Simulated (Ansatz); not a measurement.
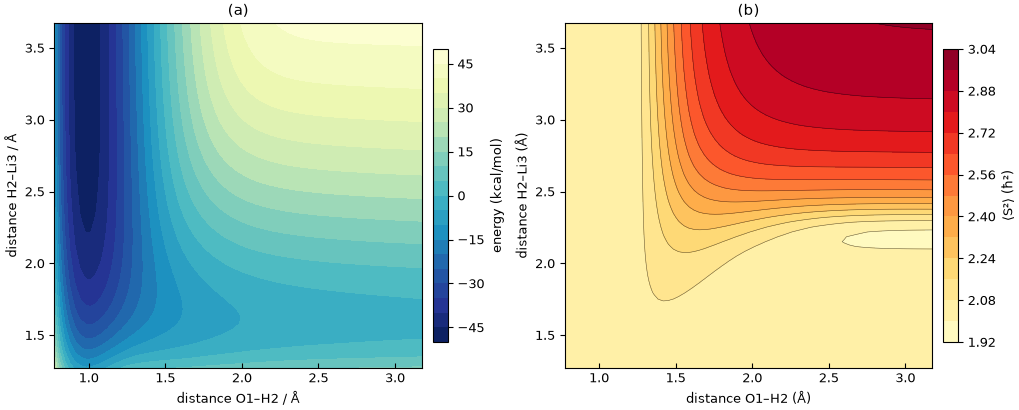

The system O + HLi, spin multiplicity 3. The first coordinate is: distance O1–H2; the second: distance H2–Li3. Nothing is relaxed (the angle O1–H2–Li3 is fixed at 180 degrees). The scan uses a 15 × 15 grid. Energies are in kcal/mol, from O far from the relaxed HLi (each part in its own basis). In part of the range the unrestricted reference is strongly spin-contaminated. Computed with UHF-CCSD(T), frozen core/def2-TZVPD (Ansatz).

Panel (a) is the energy; panel (b) is the computed ⟨S²⟩, in ħ².

In the figure: filled contours. Between grid points the surface is interpolated.

How does the ⟨S²⟩ vary over the map, and what is it at the lowest grid point?

Leaving out the highest fifth of the energies, it runs from 2.01 ħ² at distance O1–H2 = 0.776 Å, distance H2–Li3 = 1.350 Å to 2.69 ħ² at distance O1–H2 = 1.751 Å, distance H2–Li3 = 3.026 Å. At the lowest grid point, distance O1–H2 = 0.967 Å, distance H2–Li3 = 3.672 Å, it is 2.01 ħ². That point lies on the edge of the scan.

| distance H2–Li3 ↓, distance O1–H2 → | 0.776 | 0.854 | 0.967 | 1.100 | 1.247 | 1.405 | 1.574 | 1.751 | 1.935 | 2.127 | 2.326 | 2.530 | 2.740 | 2.956 | 3.176 |
| --- | --- | --- | --- | --- | --- | --- | --- | --- | --- | --- | --- | --- | --- | --- | --- |
| 3.672 | 2.01 | 2.01 | 2.01 | 2.01 | 2.05 | 2.32 | 2.61 | 2.78 | 2.87 | 2.91 | 2.94 | 2.95 | 2.96 | 2.96 | 2.96 |
| 3.452 | 2.01 | 2.01 | 2.01 | 2.01 | 2.05 | 2.31 | 2.60 | 2.76 | 2.84 | 2.89 | 2.92 | 2.93 | 2.93 | 2.94 | 2.94 |
| 3.236 | 2.01 | 2.01 | 2.01 | 2.01 | 2.05 | 2.30 | 2.57 | 2.73 | 2.81 | 2.86 | 2.88 | 2.89 | 2.90 | 2.90 | 2.90 |
| 3.026 | 2.01 | 2.01 | 2.01 | 2.01 | 2.05 | 2.28 | 2.54 | 2.69 | 2.76 | 2.80 | 2.82 | 2.83 | 2.84 | 2.84 | 2.84 |
| 2.822 | 2.01 | 2.01 | 2.01 | 2.01 | 2.05 | 2.25 | 2.49 | 2.62 | 2.69 | 2.72 | 2.74 | 2.74 | 2.75 | 2.75 | 2.75 |
| 2.623 | 2.01 | 2.01 | 2.01 | 2.01 | 2.05 | 2.23 | 2.42 | 2.53 | 2.57 | 2.59 | 2.60 | 2.60 | 2.60 | 2.60 | 2.60 |
| 2.431 | 2.01 | 2.01 | 2.01 | 2.01 | 2.05 | 2.19 | 2.33 | 2.39 | 2.40 | 2.39 | 2.37 | 2.36 | 2.35 | 2.35 | 2.35 |
| 2.247 | 2.01 | 2.01 | 2.01 | 2.01 | 2.05 | 2.16 | 2.24 | 2.24 | 2.20 | 2.14 | 2.09 | 2.05 | 2.02 | 2.01 | 2.01 |
| 2.070 | 2.01 | 2.01 | 2.01 | 2.02 | 2.05 | 2.13 | 2.16 | 2.13 | 2.08 | 2.04 | 2.02 | 2.01 | 2.01 | 2.01 | 2.01 |
| 1.901 | 2.01 | 2.01 | 2.01 | 2.02 | 2.06 | 2.10 | 2.10 | 2.07 | 2.04 | 2.02 | 2.01 | 2.01 | 2.01 | 2.01 | 2.01 |
| 1.743 | 2.01 | 2.01 | 2.01 | 2.02 | 2.06 | 2.08 | 2.07 | 2.04 | 2.02 | 2.02 | 2.01 | 2.01 | 2.01 | 2.01 | 2.01 |
| 1.596 | 2.01 | 2.01 | 2.01 | 2.02 | 2.05 | 2.06 | 2.05 | 2.03 | 2.02 | 2.01 | 2.01 | 2.01 | 2.01 | 2.01 | 2.01 |
| 1.463 | 2.01 | 2.01 | 2.01 | 2.02 | 2.05 | 2.05 | 2.04 | 2.02 | 2.02 | 2.01 | 2.01 | 2.01 | 2.01 | 2.01 | 2.01 |
| 1.350 | 2.01 | 2.01 | 2.01 | 2.02 | 2.06 | 2.04 | 2.03 | 2.02 | 2.02 | 2.01 | 2.01 | 2.01 | 2.01 | 2.01 | 2.01 |
| 1.272 | 2.01 | 2.01 | 2.01 | 2.02 | 2.06 | 2.04 | 2.03 | 2.02 | 2.02 | 2.01 | 2.01 | 2.01 | 2.01 | 2.01 | 2.01 |
